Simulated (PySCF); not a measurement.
C5H11FO3Si

The calculation's input:

```
{"job": {"kind": "nmr", "xc": "PBE0", "basis": "pcSseg-1"}, "charge": 0, "multiplicity": 1}
C     -1.129564    -0.358371     1.293133
C     -0.924275    -0.707182    -0.177213
C     -2.132036    -0.280323    -1.005103
F     -2.019870    -0.739081    -2.295075
C      0.394414    -0.108685    -0.736204
O      1.461186    -0.890445    -0.350021
Si     2.729978    -0.613185     0.638074
C      0.580862     1.329026    -0.300376
O      1.442578     1.692765     0.453193
O     -0.300033     2.168319    -0.844695
H     -1.952436    -0.936270     1.707537
H     -1.357432     0.699270     1.414377
H     -0.228642    -0.587116     1.855730
H     -0.806022    -1.791320    -0.277517
H     -3.051286    -0.713369    -0.597710
H     -2.221080     0.808029    -1.066104
H      0.334421    -0.120376    -1.836121
H      3.682875     0.361043     0.116424
H      3.265168    -1.969285     0.546236
H      2.345145    -0.305562     2.014906
H     -0.122873     3.079061    -0.553942
```

Run with:

```sh
OMP_NUM_THREADS=1 python probes_run.py task.json out
```

Geometry: GFN2-xTB.

All numbers below come from PySCF 2.14.0, PBE0/pcSseg-1, SCF density, gas phase, non-relativistic.

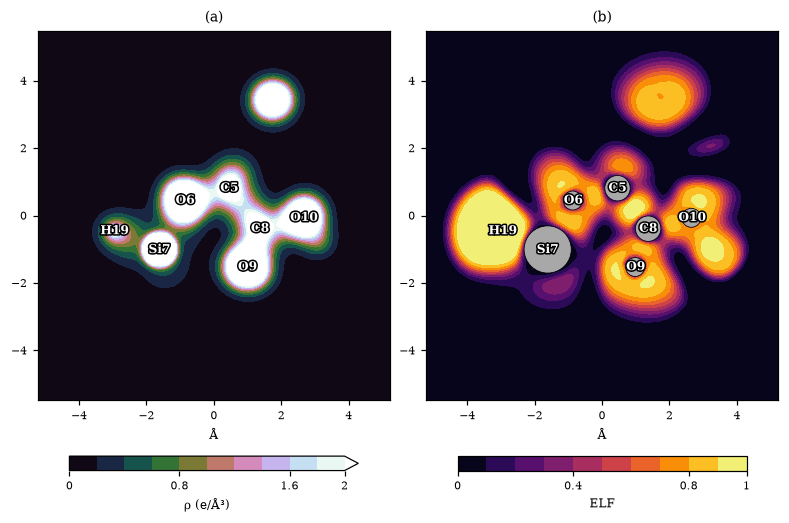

Figure 1. (a) electron density; (b) ELF on the plane of atoms O6, Si7 and H19. Grey discs cover the atomic cores in the ELF map.

> Read the bonding off the picture.

- Atoms in the plane: C, O, Si and H.
- C–O (1.20 Å): ρ at the midpoint is about 3.4 e/Å³; the ELF peaks at about 0.85 between the atoms: a multiple bond.
- C–C (1.51 Å): ρ is about 1.8 e/Å³ halfway; the ELF peaks at about 0.95 between the atoms: localised, covalent bonding.
- Si–O (1.63 Å): ρ at the midpoint is about 1.1 e/Å³; the ELF peaks at about 0.85 between the atoms, as expected for a shared but strongly polarised pair.
- C–O (1.33 Å): the density is about 2.5 e/Å³ at the midpoint; the ELF peaks at about 0.90 between the atoms, as expected for a shared but strongly polarised pair.
- C–O (1.38 Å): ρ is about 2.2 e/Å³ halfway, with its minimum of 1.9 e/Å³ about 0.5 Å from C; the ELF peaks at about 0.90 between the atoms: a polar covalent bond.
- The ELF also peaks beside O9, O6 and F4, away from the bonds: lone-pair regions.

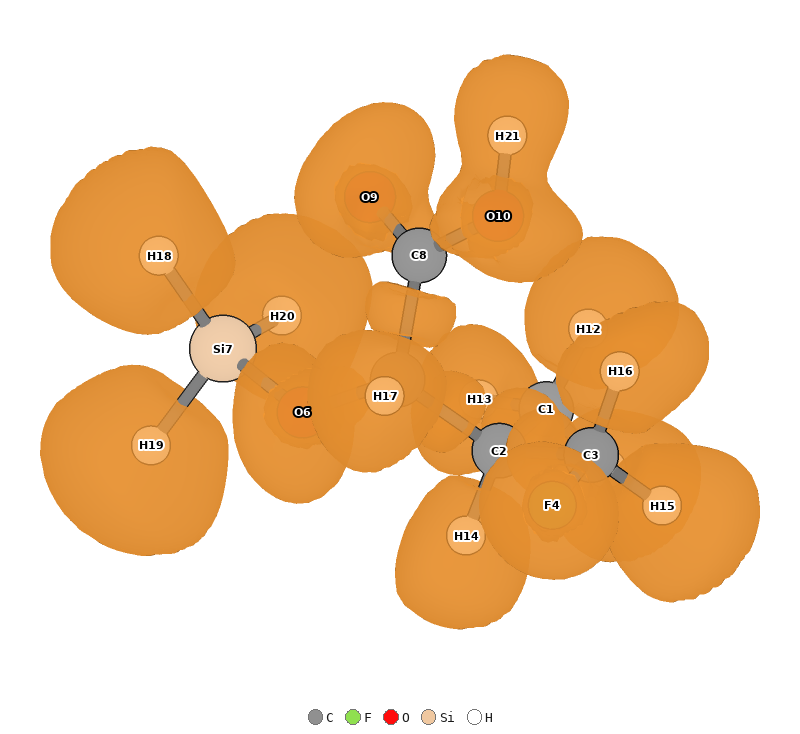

Figure 2. Isosurface of the ELF at 0.75 (orange), seen at a tilt. Core shells and regions of very low density are left out.

> Describe the localisation domains.

The surface consists of four regions between bonded C–C atoms (shared pairs), ten regions around hydrogen nuclei, one region on F in which the atom's valence shell and bonds are merged, two regions on O in which the atom's valence shell and bonds are merged and one joined region spread over several atoms (H, O), in which their bonds and any lone pairs are merged. Profiles from the grid: C–F (1.37 Å): the ELF peaks at about 0.85 between the atoms; a polar covalent bond.

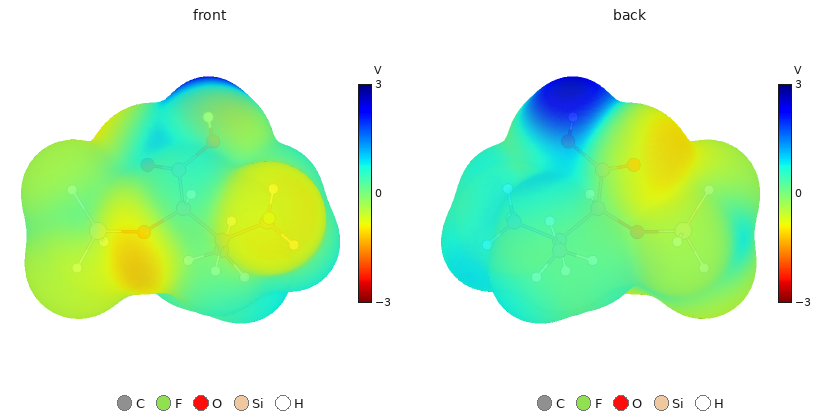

Figure 3. The electrostatic potential painted on the density surface at 0.001 e/bohr³, seen from the front and from behind; the colour scale runs from red (negative) to blue (positive).

> Which sites attract a positive test charge, and which a negative one?

A positive charge is drawn to the negative regions and a negative charge to the positive ones. The most negative region (about −1.1 V) lies over O6, the most positive (about +2.5 V) over H21. O6 is the likeliest acceptor of a hydrogen bond.

> How polar is the molecule by this calculation?

Its dipole moment is 3.23 D.
